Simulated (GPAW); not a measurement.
# SiPH4OF (SMILES F[SiH2]OP): a first try and a second

Aim: the charge distribution of SiPH4OF at RPBE/plane waves (scalar-relativistic datasets, plane-wave cutoff 450 eV).

The calculation is run with GPAW 26.7.0.

2 further runs of the same task are left out: 2 set aside as unsound or not needed.

**1. The molecule**

SiPH4OF has 8 atoms, charge 0, and is taken as a singlet. SMILES: `F[SiH2]OP`. The coordinates come from a GFN2-xTB relaxation. This is one conformer, not always the lowest.

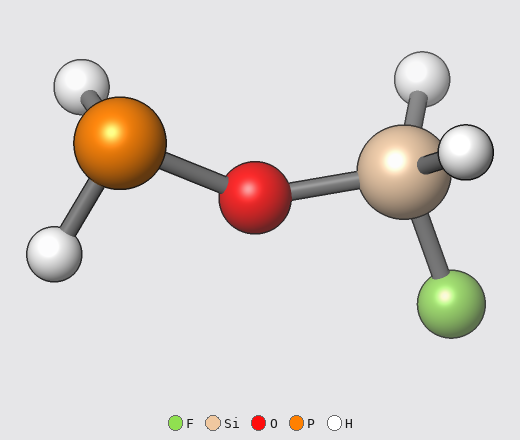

The structure, seen from a chosen angle (fluorine green, silicon light orange, oxygen red, phosphorus orange, hydrogen white).

**2. Try one**

File fh4opsi_sp.py:

```python
import numpy as np
from ase import Atoms
from ase.units import Bohr, Debye
from gpaw import GPAW, PW

# Atomic positions
positions_bohr = np.array(
              [[ -3.298479,   2.710151,  -1.320692],
               [ -0.689410,   2.357339,   0.155676],
               [  0.025738,  -0.536871,  -0.527971],
               [  2.149904,  -2.805979,  -0.328094],
               [  1.117187,   4.101178,  -0.929821],
               [ -1.242873,   2.546708,   2.831773],
               [  1.207667,  -3.876716,   1.921625],
               [  0.730247,  -4.495791,  -1.802496]])
atoms = Atoms(['F', 'Si', 'O', 'P', 'H', 'H', 'H', 'H'], positions=positions_bohr * Bohr)
atoms.center(vacuum=4.5)

# GPAW settings
calculator = GPAW(mode={'name': 'pw', 'ecut': 120}, xc='RPBE', maxiter=96, txt='-')
atoms.calc = calculator

energy = atoms.get_potential_energy()
print(f'Energy = {energy:.5f} eV')
forces = atoms.get_forces()
print('Forces (eV/Ang)')
for symbol, f in zip(atoms.symbols, forces):
    print(f'{symbol:2} {f[0]:9.4f} {f[1]:9.4f} {f[2]:9.4f}')
dipole = atoms.get_dipole_moment() / Debye
print(f'Dipole: {np.linalg.norm(dipole):.3f} D')
homo, lumo = calculator.get_homo_lumo()
print(f'HOMO                    {homo:.3f} eV')
print(f'LUMO = {lumo:.3f} eV')
print(f'Gap: {lumo - homo:.3f} eV')
```

Command:

```
python3 -u fh4opsi_sp.py | tee fh4opsi_sp.out
```

Standard output:

```text
[...]
  mode=PW(ecut=120),
[...]
Number of symmetries: 1
[...]
  Number of IBZ points: 1
[...]
Cutoff: 120.0 eV
Spin-components: 1 (collinear spins)
Bands:           20
[...]
  Valence electrons: 26.0
[...]
  Grid points: [32 35 30]
  Charge: 0.0  # |e|
[...]
    cutoffs:
[...]
occupation numbers:
  # Zero width
[...]
xc functional:
  name: RPBE with 2 nearest neighbor stencil
[...]
|iter     |     time |      energy | eigst |  dens |
[...]
|iter:   1| 00:00:01 |   56.615712 | +0.50 |       |
[...]
|iter:  11| 00:00:03 |  111.599296c| -7.79c| -4.50c|
Converged in 11 steps
[...]
Energy contributions relative to reference atoms: (reference = -22006.291038)
Energy contributions:
  Kinetic:        -383.928999
  Coulomb:         482.312848
  Zero:              2.451560
  External:          0.000000
  Xc:               10.763886
  Entropy:           0.000000
  Spinorbit:         0.000000
  ----------------------------
  Free energy:     111.599296
  Extrapolated:    111.599296
dipole moment: (-0.038057, -0.050414, 0.055406)  # |e|*Ang
Fermi level: -3.521
Eigenvalues  # (at kpt = [0.000, 0.000, 0.000])
| band index |      eig [eV] | occ [0-2] |
|------------|---------------|-----------|
|          0 |       -47.894 |     2.000 |
|        ... |               |           |
|          5 |       -11.477 |     2.000 |
|          6 |       -11.112 |     2.000 |
|          7 |       -10.049 |     2.000 |
|          8 |        -9.799 |     2.000 |
|          9 |        -9.086 |     2.000 |
|         10 |        -7.952 |     2.000 |
|         11 |        -6.840 |     2.000 |
|         12 |        -5.414 |     2.000 |
|         13 |        -1.629 |     0.000 |
|         14 |        -0.746 |     0.000 |
[...]
Gap: 3.786 eV
Transition (v -> c):
[...]
Forces (eV/Ang)
F    -5.6281    1.0644   -3.0533
Si    3.6324    4.1403    3.6533
O    -2.8303   -1.9942   -2.6262
P     4.5414   -2.4832    0.5768
H     0.7228    0.8773   -0.1835
H    -0.0642    0.2806    1.0681
H     0.0630   -1.0169    1.1096
H    -0.3913   -1.1149   -0.7179
Dipole: 0.404 D
HOMO                    -5.414 eV
LUMO = -1.629 eV
Gap: 3.786 eV
```

It took 3.6 s on 1 thread of Arm Neoverse V2, shared host; peak memory 0.17 GiB.

**3. Diagnosis**

It ran to the end. The result can't be trusted all the same.

The fault: the grid is far too coarse. To mend it: plane-wave cutoff 450 in place of 120.

**4. Second attempt**

File fh4opsi.py:

```python
import numpy as np
from ase import Atoms
from ase.units import Bohr, Debye
from gpaw import GPAW, PW

positions_bohr = np.array(
              [[ -3.298479,   2.710151,  -1.320692],
               [ -0.689410,   2.357339,   0.155676],
               [  0.025738,  -0.536871,  -0.527971],
               [  2.149904,  -2.805979,  -0.328094],
               [  1.117187,   4.101178,  -0.929821],
               [ -1.242873,   2.546708,   2.831773],
               [  1.207667,  -3.876716,   1.921625],
               [  0.730247,  -4.495791,  -1.802496]])
mol = Atoms(['F', 'Si', 'O', 'P', 'H', 'H', 'H', 'H'], positions=positions_bohr * Bohr)
mol.center(vacuum=4.5)

calc = GPAW(mode=PW(450), maxiter=100, xc='RPBE', txt='-')
mol.calc = calc

energy = mol.get_potential_energy()
print(f'Energy = {energy:.5f} eV')
forces = mol.get_forces()
print('Forces (eV/Ang)')
for symbol, f in zip(mol.symbols, forces):
    print(f'{symbol:2} {f[0]:9.4f} {f[1]:9.4f} {f[2]:9.4f}')
dipole = mol.get_dipole_moment() / Debye
print(f'Dipole: {np.linalg.norm(dipole):.3f} D')
homo, lumo = calc.get_homo_lumo()
print(f'HOMO                    {homo:.3f} eV')
print(f'LUMO: {lumo:.3f} eV')
print(f'Gap: {lumo - homo:.3f} eV')
```

Command:

```
python3 fh4opsi.py
```

Standard output:

```text
[...]
  mode=PW(ecut=450.00000000000006),
[...]
Number of symmetries: 1
[...]
  Number of IBZ points: 1
[...]
Cutoff: 450.00000000000006 eV
Spin-components: 1 (collinear spins)
Bands:           20
[...]
  Valence electrons: 26.0
[...]
  Grid points: [60 70 60]
  Charge: 0.0  # |e|
[...]
    cutoffs:
[...]
occupation numbers:
  # Zero width
[...]
xc functional:
  name: RPBE with 2 nearest neighbor stencil
[...]
|iter     |     time |      energy | eigst |  dens |
[...]
|iter:   1| 00:00:02 |  -37.753452 | +0.12 |       |
[...]
|iter:  10| 00:00:15 |  -35.123212c| -7.91c| -4.36c|
Converged in 10 steps
[...]
Energy contributions relative to reference atoms: (reference = -22006.291038)
Energy contributions:
  Kinetic:          40.697146
  Coulomb:         -40.030322
  Zero:              0.118505
  External:          0.000000
  Xc:              -35.908541
  Entropy:           0.000000
  Spinorbit:         0.000000
  ----------------------------
  Free energy:     -35.123212
  Extrapolated:    -35.123212
dipole moment: (0.215324, -0.064537, 0.199671)  # |e|*Ang
Fermi level: -3.557
Eigenvalues  # (at kpt = [0.000, 0.000, 0.000])
| band index |      eig [eV] | occ [0-2] |
|------------|---------------|-----------|
|          0 |       -29.396 |     2.000 |
|        ... |               |           |
|          5 |       -10.919 |     2.000 |
|          6 |       -10.595 |     2.000 |
|          7 |        -9.916 |     2.000 |
|          8 |        -9.439 |     2.000 |
|          9 |        -9.175 |     2.000 |
|         10 |        -8.198 |     2.000 |
|         11 |        -7.344 |     2.000 |
|         12 |        -5.861 |     2.000 |
|         13 |        -1.253 |     0.000 |
|         14 |        -0.529 |     0.000 |
[...]
Gap: 4.608 eV
Transition (v -> c):
[...]
Forces (eV/Ang)
F    -1.1120    0.5494   -0.5288
Si   -0.0617   -0.1775   -0.0406
O     0.1005   -0.3755   -0.2988
P     0.7255    0.2165   -0.0769
H     0.6014    0.6561   -0.1300
H    -0.0001    0.2794    0.8344
H    -0.0499   -0.4717    0.6078
H    -0.1669   -0.6630   -0.3961
Dipole: 1.444 D
HOMO                    -5.861 eV
LUMO: -1.253 eV
Gap: 4.608 eV
```

Wall time 16 s (1 thread of Arm Neoverse V2, shared host); peak memory 0.57 GiB.

**5. Outcome**

Level: RPBE/plane waves (scalar-relativistic datasets, plane-wave cutoff 450 eV).

| quantity | value |
| --- | --- |
| energy as printed (from the program's reference atoms) | -35.1232 eV |
| dipole moment | 1.44 D |
| HOMO energy (from the vacuum level) | -6.20 eV |
| LUMO energy (from the vacuum level) | -1.59 eV |
| HOMO–LUMO gap | 4.61 eV |
| largest force on an atom | 1.348 eV/Å |

**Reading.** The first attempt's energy was +146.723 eV off this one. The largest force is 1.35 eV/Å: the shape isn't a stationary point for this species at this level.
